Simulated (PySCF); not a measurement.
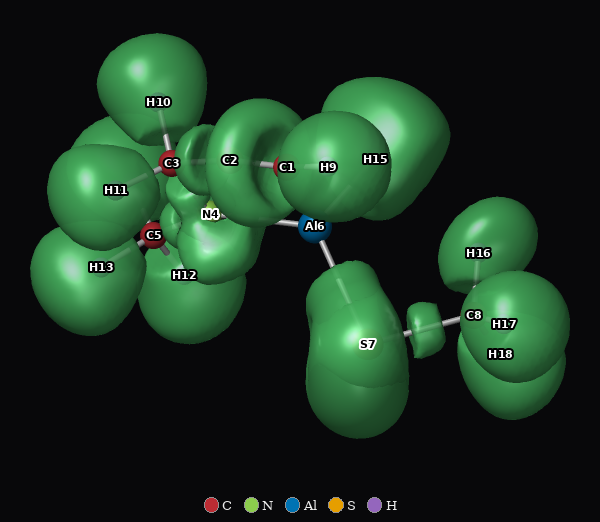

The picture shows: C5H10AlNS (SMILES C#CC[N](C)[AlH][S]C). Isosurface of the electron localisation function at 0.75 (green), seen at an oblique angle. Core shells and regions of very low density are left out.

Geometry: GFN2-xTB.

Theory: PySCF, PBE0/pcSseg-1, SCF density, gas phase, non-relativistic.

| atom | x (Å) | y (Å) | z (Å) |
| --- | --- | --- | --- |
| C | -0.4654 | 2.3977 | 0.4624 |
| C | -1.3284 | 1.5864 | 0.2308 |
| C | -2.1317 | 0.4174 | -0.0498 |
| N | -1.1721 | -0.6840 | -0.1568 |
| C | -1.8220 | -1.9793 | -0.1893 |
| Al | 0.5004 | -0.0196 | -0.2932 |
| S | 2.0376 | -0.3464 | 1.2529 |
| C | 3.4806 | 0.1914 | 0.2580 |
| H | 0.1115 | 3.2456 | 0.7030 |
| H | -2.7113 | 0.5599 | -0.9743 |
| H | -2.8415 | 0.2476 | 0.7743 |
| H | -1.0586 | -2.7540 | -0.2216 |
| H | -2.4405 | -2.1340 | 0.7029 |
| H | -2.4641 | -2.0803 | -1.0730 |
| H | 1.0041 | 0.4834 | -1.6577 |
| H | 3.1682 | 0.4674 | -0.7503 |
| H | 3.9396 | 1.0404 | 0.7545 |
| H | 4.1849 | -0.6331 | 0.2154 |

**Describe the localisation domains.**

The surface consists of two regions between bonded C–C atoms (shared pairs), one region between bonded C–S atoms (shared pairs), ten regions around hydrogen nuclei, one region on N in which the atom's valence shell and bonds are merged and one region on S in which the atom's valence shell and bonds are merged. Profiles from the grid: C–C (1.21 Å): the ELF peaks at about 0.85 between the atoms; a multiple bond. C–N (1.45 Å): the ELF peaks at about 0.90 between the atoms (localised, covalent bonding).
